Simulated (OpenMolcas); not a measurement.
# One shape, several levels: CH7BSi (SMILES CB[SiH3])

We compute a comparison of 6 runs (HF/STO-3G, B3LYP/6-31G*, B3LYP/6-311+G**, BHLYP/6-311+G**, BLYP/6-311+G**, revPBE/6-311+G**) of CH7BSi. 

The results are computed with OpenMolcas 26.06.

1 further run of the same task is left out (set aside as unsound or not needed).

### 1 The system as given

CH7BSi has 10 atoms, charge 0, and is taken as a singlet. As SMILES, `CB[SiH3]`. The B2–H7 distance was set to 2.163 Å, away from the relaxed value. At this shape a bond of the SMILES string is far longer than usual.

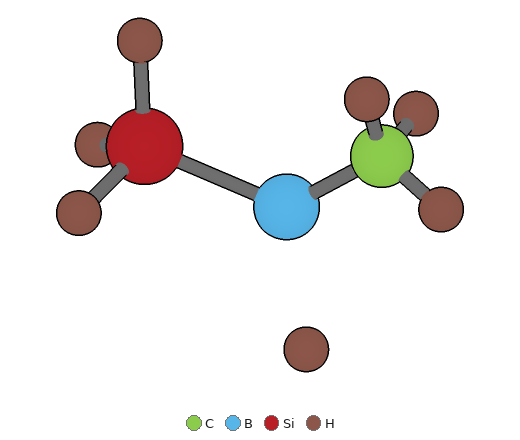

The structure, seen from a chosen angle (carbon green, boron blue, silicon red, hydrogen brown).

### 2 The energy at HF/STO-3G (run 1)

Contents of job.inp:

```
* CH7BSi Hartree-Fock

&GATEWAY
  BASLIB=$CurrDir
  BASISSET
  C.STO-3G....
  C1 -1.411734 1.205796 0.298123 angstrom
  End of Basis
  BASISSET
  B.STO-3G....
  B2 -0.211834 0.231096 0.185123 angstrom
  End of Basis
  BASISSET
  Si.STO-3G....
  Si3 0.690266 -0.652304 1.759823 angstrom
  End of Basis
  BASISSET
  H.STO-3G....
  H4 -2.282234 0.538296 0.158823 angstrom
  H5 -1.481734 1.942996 -0.504977 angstrom
  H6 -1.552434 1.684896 1.268423 angstrom
  H7 0.516800 -0.288200 -1.783700 angstrom
  H8 0.830366 -2.123304 1.560523 angstrom
  H9 0.001066 -0.423404 3.061723 angstrom
  H10 2.069866 -0.090004 1.874323 angstrom
  End of Basis

&SEWARD

&SCF
  THRESHOLDS=1e-10 1e-07 1e-07 1e-05
  PRORBITALS=1 1
```

The basis set STO-3G is read from a file made from the Basis Set Exchange's data (not shown).

Launch:

```console
$ export MOLCAS_MEM=1860
$ pymolcas job.inp > job.log
```

Log:

```text
--- Start Module: gateway ---
[...]
--- Stop Module: gateway /rc=_RC_ALL_IS_WELL_ ---
--- Start Module: seward ---
[...]
      Basis functions           26
--- Stop Module: seward /rc=_RC_ALL_IS_WELL_ ---
--- Start Module: scf ---
[...]
       Convergence after  13 Iterations
[...]
::    Total SCF energy                               -351.2209598197
[...]
      Total spin, S                                     0.0000000000
[...]
      Total electronic charge=   32.000000
      Total            charge=   -0.000000
[...]
      Dipole Moment (debye):
      Origin of the operator (angstrom)=   -0.0323    0.0003    1.0429
                   X= -1.0405E+00               Y=  5.6225E-01               Z=  1.1293E+00           Total=  1.6352E+00
      Quadrupole Moment (debye*angstrom):
[...]
--- Stop Module: scf /rc=_RC_ALL_IS_WELL_ ---
[...]
```

Run time: 2.2 s. Hardware: 1 thread of Intel Xeon Platinum 8259CL at 2.50GHz (Skylake/Cascade Lake), shared host; peak memory 0.37 GiB.

### 3 A single-point energy at B3LYP/6-31G(d) (spherical functions) (run 2)

Contents of run.input:

```
>>> EXPORT MOLCAS_PRINT=2
&GATEWAY
BASLIB = $CurrDir
BASISSET
C.6-31Gs....
C1 -1.411734 1.205796 0.298123 angstrom
End of Basis
BASISSET
B.6-31Gs....
B2 -0.211834 0.231096 0.185123 angstrom
End of Basis
BASISSET
Si.6-31Gs....
Si3 0.690266 -0.652304 1.759823 angstrom
End of Basis
BASISSET
H.6-31Gs....
H4 -2.282234 0.538296 0.158823 angstrom
H5 -1.481734 1.942996 -0.504977 angstrom
H6 -1.552434 1.684896 1.268423 angstrom
H7 0.516800 -0.288200 -1.783700 angstrom
H8 0.830366 -2.123304 1.560523 angstrom
H9 0.001066 -0.423404 3.061723 angstrom
H10 2.069866 -0.090004 1.874323 angstrom
End of Basis
&SEWARD
GRIDINPUT
Grid=UltraFine
End of Grid
&SCF
KSDFT = B3LYP
THRESHOLDS = 1e-10 1e-07 1e-07 1e-05
PRORBITALS = 1 1
```

The basis set 6-31G* is read from a file made from the Basis Set Exchange's data (not shown).

Launch:

```console
$ export MOLCAS_MEM=1860
$ pymolcas run.input > run.log
```

Log:

```text
--- Start Module: gateway ---
[...]
--- Stop Module: gateway /rc=_RC_ALL_IS_WELL_ ---
--- Start Module: seward ---
[...]
      Basis functions           60
--- Stop Module: seward /rc=_RC_ALL_IS_WELL_ ---
[...]
--- Start Module: scf ---
[...]
       Convergence after  13 Iterations
[...]
::    Total KS-DFT energy                            -356.5254023689
[...]
      Total spin, S                                     0.0000000000
[...]
      Total electronic charge=   32.000000
      Total            charge=   -0.000000
[...]
      Dipole Moment (debye):
      Origin of the operator (angstrom)=   -0.0323    0.0003    1.0429
                   X= -1.6148E+00               Y=  1.0382E+00               Z=  1.3871E+00           Total=  2.3684E+00
      Quadrupole Moment (debye*angstrom):
[...]
--- Stop Module: scf /rc=_RC_ALL_IS_WELL_ ---
[...]
```

It took 22 s on 1 thread of Intel Xeon Platinum 8259CL at 2.50GHz (Skylake/Cascade Lake), shared host; peak memory 0.39 GiB.

Run 3 isn't shown in full; the table further down has it.

### 4 The energy at BHLYP/6-311+G(d,p) (run 4)

Contents of job.input:

```
&GATEWAY
  BasLib=$CurrDir
  Coord
  10
  angstrom
  C       -1.411734       1.205796       0.298123
  B       -0.211834       0.231096       0.185123
  Si       0.690266      -0.652304       1.759823
  H       -2.282234       0.538296       0.158823
  H       -1.481734       1.942996      -0.504977
  H       -1.552434       1.684896       1.268423
  H        0.516800      -0.288200      -1.783700
  H        0.830366      -2.123304       1.560523
  H        0.001066      -0.423404       3.061723
  H        2.069866      -0.090004       1.874323
  Basis=6-311pGss
  Group=NoSym

&SEWARD
  GridInput
  Grid=UltraFine
  End of Grid

&SCF
  KSDFT=HYB_GGA_XC_BHANDHLYP
  Thresholds=1e-10 1e-07 1e-07 1e-05
  PrOrbitals=1 1
```

The basis set 6-311+G** is read from a file made from the Basis Set Exchange's data (not shown).

Launch:

```console
$ export MOLCAS_MEM=1860
$ pymolcas job.input > job.log
```

Log:

```text
--- Start Module: gateway ---
[...]
--- Stop Module: gateway /rc=_RC_ALL_IS_WELL_ ---
--- Start Module: seward ---
[...]
      Basis functions          116
--- Stop Module: seward /rc=_RC_ALL_IS_WELL_ ---
[...]
--- Start Module: scf ---
[...]
       Convergence after  13 Iterations
[...]
::    Total KS-DFT energy                            -356.4929929656
[...]
      Total spin, S                                     0.0000000000
[...]
      Total electronic charge=   32.000000
      Total            charge=   -0.000000
[...]
      Dipole Moment (debye):
      Origin of the operator (angstrom)=   -0.0323    0.0003    1.0429
                   X= -1.6175E+00               Y=  1.0442E+00               Z=  1.7577E+00           Total=  2.6070E+00
      Quadrupole Moment (debye*angstrom):
[...]
--- Stop Module: scf /rc=_RC_ALL_IS_WELL_ ---
[...]
```

Wall time 60 s (1 thread of Intel Xeon Platinum 8259CL at 2.50GHz (Skylake/Cascade Lake), shared host); peak memory 0.71 GiB.

Run 5 isn't shown in full; the table further down has it.

### 5 The energy at revPBE/6-311+G(d,p) (run 6)

Contents of job.input:

```
&GATEWAY
 BASLIB
 $CurrDir
 COORD
 10
 angstrom
 C       -1.411734       1.205796       0.298123
 B       -0.211834       0.231096       0.185123
 Si       0.690266      -0.652304       1.759823
 H       -2.282234       0.538296       0.158823
 H       -1.481734       1.942996      -0.504977
 H       -1.552434       1.684896       1.268423
 H        0.516800      -0.288200      -1.783700
 H        0.830366      -2.123304       1.560523
 H        0.001066      -0.423404       3.061723
 H        2.069866      -0.090004       1.874323
 BASIS
 6-311pGss
 GROUP
 NoSym

&SEWARD
 GRIDINPUT
 Grid=UltraFine
 End of Grid

&SCF
 KSDFT
 revPBE
 THRESHOLDS
 1e-10 1e-07 1e-07 1e-05
 PRORBITALS
 1
```

The basis set 6-311+G** is read from a file made from the Basis Set Exchange's data (not shown).

Launch:

```console
$ export MOLCAS_MEM=1860
$ pymolcas job.input > job.log
```

Log:

```text
--- Start Module: gateway ---
[...]
--- Stop Module: gateway /rc=_RC_ALL_IS_WELL_ ---
--- Start Module: seward ---
[...]
      Basis functions          116
--- Stop Module: seward /rc=_RC_ALL_IS_WELL_ ---
[...]
--- Start Module: scf ---
[...]
       Convergence after  17 Iterations
[...]
::    Total KS-DFT energy                            -356.4679031570
[...]
      Total spin, S                                     0.0000000000
[...]
      Total electronic charge=   32.000000
      Total            charge=   -0.000000
[...]
      Dipole Moment (debye):
      Origin of the operator (angstrom)=   -0.0323    0.0003    1.0429
                   X= -1.6120E+00               Y=  1.0522E+00               Z=  1.5579E+00           Total=  2.4764E+00
      Quadrupole Moment (debye*angstrom):
[...]
--- Stop Module: scf /rc=_RC_ALL_IS_WELL_ ---
[...]
```

It took 67 s on 1 thread of Intel Xeon Platinum 8259CL at 2.50GHz (Skylake/Cascade Lake), shared host; peak memory 0.71 GiB.

### 6 All runs side by side

```csv
run,level,integration grid,energy (Eh),dipole moment (D),HOMO energy (eV),LUMO energy (eV),wall time
1,HF/STO-3G,–,-351.220960,1.64,-6.36,6.34,2.2 s
2,B3LYP/6-31G* (spherical functions),UltraFine,-356.525402,2.37,-6.48,-2.11,22 s
3,B3LYP/6-311+G**,UltraFine,-356.578161,2.52,-6.78,-2.44,71 s
4,BHLYP/6-311+G**,UltraFine,-356.492993,2.61,-7.84,-1.20,60 s
5,BLYP/6-311+G**,UltraFine,-356.496873,2.49,-5.83,-3.03,64 s
6,revPBE/6-311+G**,UltraFine,-356.467903,2.48,-5.91,-3.12,67 s
```

### 7 What came out

| quantity | value |
| --- | --- |
| run 6: total energy | -356.46790 Eh |
| run 6: dipole moment | 2.48 D |
| run 6: HOMO energy | -5.91 eV |
| run 6: LUMO energy | -3.12 eV |
| run 6: HOMO–LUMO gap | 2.80 eV |

In words: The dipole moment (its size) runs from 1.64 D (HF/STO-3G) to 2.61 D (BHLYP/6-311+G**). The two ends differ in method and basis. The HOMO–LUMO gap runs from 2.80 eV (BLYP/6-311+G**) to 12.70 eV (HF/STO-3G). Totals of different functionals can't be ranked against each other. In run 1 the basis is minimal, so the values are rough. All runs together took 4.8 min, the longest 71 s.
